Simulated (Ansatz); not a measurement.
```
Si W
1.0
     5.11561    0.00000    0.00000
     0.00000    5.11561    0.00000
     0.00000    0.00000    5.11561
Si W
2 4
Direct
  0.00000 0.00000 0.00000
  0.50000 0.50000 0.50000
  0.25000 0.25000 0.25000
  0.25000 0.75000 0.75000
  0.75000 0.75000 0.25000
  0.75000 0.25000 0.75000
```

Space group Pn-3m; started from the cuprite_224 prototype, which need not be the ambient phase.

Level of theory: DFT PBE, scalar-relativistic, plane waves, PAW in Ansatz 0.2.0.

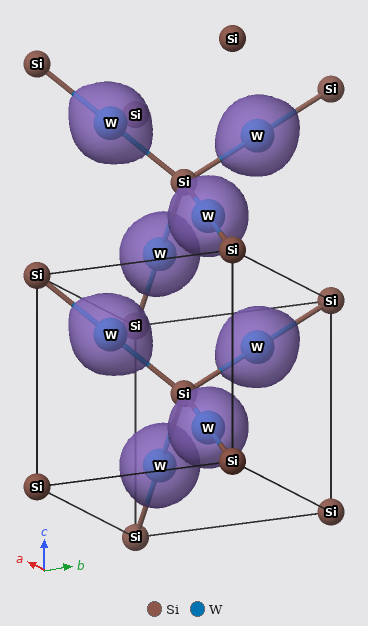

SiW2. Isosurface of the valence charge density (pseudo) at 0.8 e/Å³ (purple), seen at an oblique angle. Sticks mark near contacts.

The density is the valence pseudo-density of a PAW calculation; it isn't the true density close to the nuclei.

### How is the density connected at this value?

At this value the density breaks into separate islands; it holds about 60 % of the electrons treated as valence (semicore included). It bridges none of the near contacts. It is pinched off along the shortest Si–W (2.22 Å) contacts. On the grid the lowest density along these lines, outside the cores, is 0.6 e/Å³ (Si–W, 2.22 Å).
